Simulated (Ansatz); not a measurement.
**Nudged elastic band of C2H11SbSi2 (part 2 of 2)**

Continued. System: C2H11SbSi2. Method: RHF/def2-SVP (Ansatz 0.2.0). One setting was made poor on purpose. It belongs to a series of runs on one base structure; here: band between the two ends.

Geometry of the input (Å):
```
C  -0.8145  -1.4520  -0.5786
C  0.4679  -0.6496  -0.2979
Sb 2.0121  -1.1358  -1.7975
Si 0.1678  1.2225  -0.1835
Si -1.2403  1.7914  1.6430
H  -1.2664  -1.1745  -1.5345
H  -1.5687  -1.2845  0.1953
H  -0.6242  -2.5273  -0.6064
H  0.8937  -0.9677  0.6564
H  3.3153  -0.5061  -0.9012
H  2.2599  -2.7227  -1.2250
H  1.4636  1.9326  -0.0187
H  -0.4540  1.7083  -1.4446
H  -0.6499  1.2954  2.9131
H  -1.3994  3.2645  1.7370
H  -2.5859  1.1831  1.4875
```

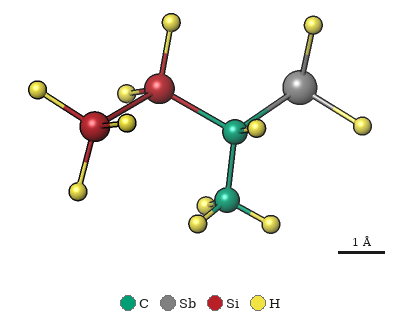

**Figure 1.** The input geometry (ball-and-stick view, seen at a tilt). Sticks mark near contacts.

```
Total energy: -24462.53714461 eV, -898.9816587611 hartree
Atom 0 at    -0.840462    -1.440212    -0.631108 Å, force    -0.065181    -0.025144    -0.005182 eV/Å
Atom 1 at     0.453161    -0.637560    -0.338978 Å, force     0.053486     0.003289    -0.008299 eV/Å
Atom 2 at     2.010920    -1.062712    -1.842018 Å, force     0.000182    -0.000497    -0.013933 eV/Å
Atom 3 at     0.157215     1.227909    -0.158444 Å, force    -0.001206     0.006699     0.023431 eV/Å
Atom 4 at    -1.194970     1.734383     1.728178 Å, force    -0.005716    -0.021218    -0.007185 eV/Å
Atom 5 at    -0.791100    -2.029498    -1.549235 Å, force     0.030180     0.001118    -0.012210 eV/Å
Atom 6 at    -1.720820    -0.801477    -0.737038 Å, force     0.008300     0.015173     0.009662 eV/Å
Atom 7 at    -1.054102    -2.141805     0.176183 Å, force     0.010459     0.004601     0.013671 eV/Å
Atom 8 at     0.893962    -0.978896     0.599130 Å, force    -0.011341     0.006576     0.005761 eV/Å
Atom 9 at     3.303768    -0.448206    -0.920576 Å, force     0.008431    -0.003669    -0.002914 eV/Å
Atom 10 at     2.278831    -2.663180    -1.319086 Å, force    -0.020207     0.004331     0.007075 eV/Å
Atom 11 at     1.455661     1.938954    -0.013730 Å, force    -0.013486     0.000579     0.005698 eV/Å
Atom 12 at    -0.510100     1.750934    -1.379981 Å, force    -0.001087    -0.002833    -0.009450 eV/Å
Atom 13 at    -0.541174     1.248426     2.970832 Å, force     0.001657     0.002339    -0.006308 eV/Å
Atom 14 at    -1.399390     3.200269     1.843204 Å, force     0.000537     0.001030    -0.001299 eV/Å
Atom 15 at    -2.524201     1.080171     1.617065 Å, force     0.004991     0.007625     0.001481 eV/Å
Dipole moment:    -0.063415    -0.141035     0.040616 e Å
this run last wrote the band of iteration 5 to [file]
```

## The last band as extended XYZ (Å, eV, eV/Å)
```
16
Properties=species:S:1:pos:R:3:forces:R:3 image=0 energy=-24462.66930
C    -0.8145   -1.4520   -0.5786   -0.0113   0.0038  -0.0039
C     0.4679   -0.6496   -0.2979    0.0070   0.0032  -0.0107
Sb    2.0121   -1.1358   -1.7975    0.0044  -0.0076  -0.0089
Si    0.1678    1.2225   -0.1835    0.0001  -0.0004   0.0044
Si   -1.2403    1.7914    1.6430   -0.0019   0.0001  -0.0013
H    -1.2664   -1.1745   -1.5345    0.0073  -0.0041   0.0093
H    -1.5687   -1.2845    0.1953    0.0026  -0.0015  -0.0066
H    -0.6242   -2.5273   -0.6064    0.0072  -0.0015   0.0029
H     0.8937   -0.9677    0.6564    0.0003  -0.0040   0.0114
H     3.3153   -0.5061   -0.9012   -0.0060  -0.0068  -0.0026
H     2.2599   -2.7227   -1.2250   -0.0059   0.0133   0.0023
H     1.4636    1.9326   -0.0187   -0.0045   0.0027   0.0048
H    -0.4540    1.7083   -1.4446   -0.0006   0.0023   0.0019
H    -0.6499    1.2954    2.9131   -0.0007   0.0023  -0.0020
H    -1.3994    3.2645    1.7370    0.0061  -0.0037  -0.0018
H    -2.5859    1.1831    1.4875   -0.0041   0.0020   0.0007
16
Properties=species:S:1:pos:R:3:forces:R:3 image=1 energy=-24462.63766
C    -0.8176   -1.4495   -0.5958    0.0161   0.0046  -0.0178
C     0.4611   -0.6397   -0.3031    0.0083   0.0217  -0.0068
Sb    2.0037   -1.1216   -1.8024    0.0260  -0.0101  -0.0266
Si    0.1595    1.2323   -0.1827   -0.0129  -0.0011   0.0022
Si   -1.2250    1.7723    1.6721    0.0034  -0.0026  -0.0062
H    -1.0719   -1.4455   -1.6580   -0.0288   0.0526  -0.0120
H    -1.6879   -1.0553   -0.0662   -0.0145  -0.0223   0.0685
H    -0.7054   -2.4914   -0.2934    0.0307  -0.0422  -0.0251
H     0.8782   -0.9476    0.6589   -0.0126   0.0004  -0.0086
H     3.3210   -0.5036   -0.9207   -0.0028  -0.0003   0.0273
H     2.2610   -2.7143   -1.2548   -0.0130  -0.0077   0.0201
H     1.4544    1.9452   -0.0252    0.0014   0.0021  -0.0037
H    -0.4805    1.7311   -1.4293   -0.0030  -0.0055  -0.0027
H    -0.6125    1.2660    2.9276    0.0028   0.0019  -0.0067
H    -1.3923    3.2427    1.7865    0.0032   0.0029  -0.0036
H    -2.5687    1.1563    1.5310   -0.0043   0.0058   0.0015
16
Properties=species:S:1:pos:R:3:forces:R:3 image=2 energy=-24462.56962
C    -0.8310   -1.4494   -0.6021    0.0395   0.0157  -0.0521
C     0.4561   -0.6382   -0.3177    0.0462   0.0208   0.0050
Sb    1.9994   -1.0916   -1.8264    0.0215  -0.0150   0.0001
Si    0.1646    1.2319   -0.1696   -0.0163  -0.0056  -0.0131
Si   -1.2151    1.7560    1.6924    0.0048  -0.0134  -0.0006
H    -0.9177   -1.7528   -1.6476   -0.0164   0.0444  -0.0330
H    -1.7404   -0.8892   -0.3774   -0.0445   0.0022   0.0821
H    -0.8588   -2.3594   -0.0045    0.0189  -0.0736   0.0086
H     0.8900   -0.9548    0.6338   -0.0305   0.0113  -0.0182
H     3.3112   -0.4723   -0.9356   -0.0009  -0.0082   0.0121
H     2.2715   -2.6885   -1.2966   -0.0171  -0.0035   0.0161
H     1.4653    1.9322   -0.0055    0.0020   0.0152  -0.0025
H    -0.4750    1.7506   -1.4088   -0.0025  -0.0053   0.0067
H    -0.5962    1.2487    2.9446    0.0036   0.0028  -0.0099
H    -1.3930    3.2244    1.8144    0.0018   0.0066  -0.0048
H    -2.5539    1.1298    1.5511   -0.0102   0.0054   0.0034
16
Properties=species:S:1:pos:R:3:forces:R:3 image=3 energy=-24462.53714
C    -0.8405   -1.4402   -0.6311   -0.0652  -0.0251  -0.0052
C     0.4532   -0.6376   -0.3390    0.0535   0.0033  -0.0083
Sb    2.0109   -1.0627   -1.8420    0.0002  -0.0005  -0.0139
Si    0.1572    1.2279   -0.1584   -0.0012   0.0067   0.0234
Si   -1.1950    1.7344    1.7282   -0.0057  -0.0212  -0.0072
H    -0.7911   -2.0295   -1.5492    0.0302   0.0011  -0.0122
H    -1.7208   -0.8015   -0.7370    0.0083   0.0152   0.0097
H    -1.0541   -2.1418    0.1762    0.0105   0.0046   0.0137
H     0.8940   -0.9789    0.5991   -0.0113   0.0066   0.0058
H     3.3038   -0.4482   -0.9206    0.0084  -0.0037  -0.0029
H     2.2788   -2.6632   -1.3191   -0.0202   0.0043   0.0071
H     1.4557    1.9390   -0.0137   -0.0135   0.0006   0.0057
H    -0.5101    1.7509   -1.3800   -0.0011  -0.0028  -0.0095
H    -0.5412    1.2484    2.9708    0.0017   0.0023  -0.0063
H    -1.3994    3.2003    1.8432    0.0005   0.0010  -0.0013
H    -2.5242    1.0802    1.6171    0.0050   0.0076   0.0015
16
Properties=species:S:1:pos:R:3:forces:R:3 image=4 energy=-24462.57183
C    -0.8315   -1.4414   -0.5965    0.0237   0.0483  -0.0354
C     0.4699   -0.6471   -0.3277    0.0324   0.0257  -0.0023
Sb    1.9822   -1.0565   -1.8824   -0.0066  -0.0005  -0.0125
Si    0.1772    1.2185   -0.1340   -0.0145  -0.0186   0.0111
Si   -1.2231    1.7375    1.7112    0.0016  -0.0191   0.0049
H    -0.6955   -2.2687   -1.2950    0.0258  -0.0797   0.0370
H    -1.6223   -0.8170   -1.0171    0.0031   0.0232  -0.0499
H    -1.2197   -1.8717    0.3264   -0.0437   0.0153   0.0651
H     0.9385   -1.0039    0.5919   -0.0195  -0.0082  -0.0241
H     3.2963   -0.4347   -0.9965    0.0076   0.0007  -0.0113
H     2.2652   -2.6532   -1.3564   -0.0078   0.0044  -0.0070
H     1.4745    1.9218    0.0437    0.0029   0.0047   0.0113
H    -0.4551    1.7449   -1.3741    0.0057   0.0012   0.0109
H    -0.6182    1.2314    2.9703   -0.0028   0.0005   0.0005
H    -1.4013    3.2065    1.8290    0.0001   0.0018  -0.0017
H    -2.5599    1.1112    1.5516   -0.0080   0.0000   0.0034
16
Properties=species:S:1:pos:R:3:forces:R:3 image=5 energy=-24462.63896
C    -0.8171   -1.4397   -0.5880   -0.0116   0.0203  -0.0277
C     0.4776   -0.6467   -0.3203    0.0112   0.0161  -0.0137
Sb    1.9736   -1.0663   -1.8884   -0.0210   0.0052  -0.0259
Si    0.1747    1.2186   -0.1319   -0.0022  -0.0072   0.0192
Si   -1.2341    1.7407    1.7069   -0.0005  -0.0108  -0.0033
H    -0.6255   -2.4399   -0.9813    0.0218  -0.0499   0.0576
H    -1.4654   -0.9357   -1.3086    0.0297  -0.0040  -0.0460
H    -1.3948   -1.5688    0.3292   -0.0312   0.0388   0.0345
H     0.9440   -1.0055    0.5998   -0.0077  -0.0068  -0.0102
H     3.3004   -0.4512   -1.0188    0.0089   0.0082   0.0023
H     2.2473   -2.6625   -1.3586    0.0036  -0.0067  -0.0072
H     1.4675    1.9303    0.0480   -0.0001  -0.0059   0.0109
H    -0.4546    1.7384   -1.3758    0.0021   0.0051   0.0020
H    -0.6414    1.2252    2.9678   -0.0030  -0.0007   0.0040
H    -1.3981    3.2114    1.8266    0.0015  -0.0023   0.0009
H    -2.5768    1.1293    1.5379   -0.0014   0.0005   0.0026
16
Properties=species:S:1:pos:R:3:forces:R:3 image=6 energy=-24462.66964
C    -0.8110   -1.4446   -0.5968    0.0110   0.0044   0.0020
C     0.4705   -0.6371   -0.3242   -0.0106  -0.0022   0.0039
Sb    1.9801   -1.0740   -1.8733   -0.0039   0.0025  -0.0020
Si    0.1570    1.2278   -0.1500    0.0064   0.0000   0.0057
Si   -1.2264    1.7410    1.7115   -0.0067   0.0013  -0.0025
H    -0.6100   -2.5171   -0.6471   -0.0040  -0.0046  -0.0016
H    -1.2815   -1.1539   -1.5391    0.0007  -0.0015  -0.0049
H    -1.5535   -1.2983    0.1923    0.0026  -0.0002   0.0049
H     0.9208   -0.9775    0.6114   -0.0005   0.0029  -0.0013
H     3.3034   -0.4710   -0.9893    0.0020   0.0023   0.0011
H     2.2390   -2.6744   -1.3490    0.0018  -0.0070  -0.0016
H     1.4487    1.9440    0.0200    0.0007  -0.0009  -0.0008
H    -0.4853    1.7469   -1.3873   -0.0029   0.0023   0.0001
H    -0.6263    1.2012    2.9588    0.0012  -0.0015  -0.0036
H    -1.3674    3.2121    1.8523    0.0000   0.0010   0.0015
H    -2.5807    1.1524    1.5542    0.0024   0.0011  -0.0010
```

## Results in brief

- outcome: converged
- barrier, forward: 0.132 eV
- barrier, backward: 0.133 eV
- hardware: 2 threads of Arm Neoverse V2, 24 GiB of memory available, shared host
- wall time: 1.7 min (CPU time 3.3 min)
- peak memory: 0.44 GiB

A deliberately poor setting: loose force. The order of the saddle point was not checked.
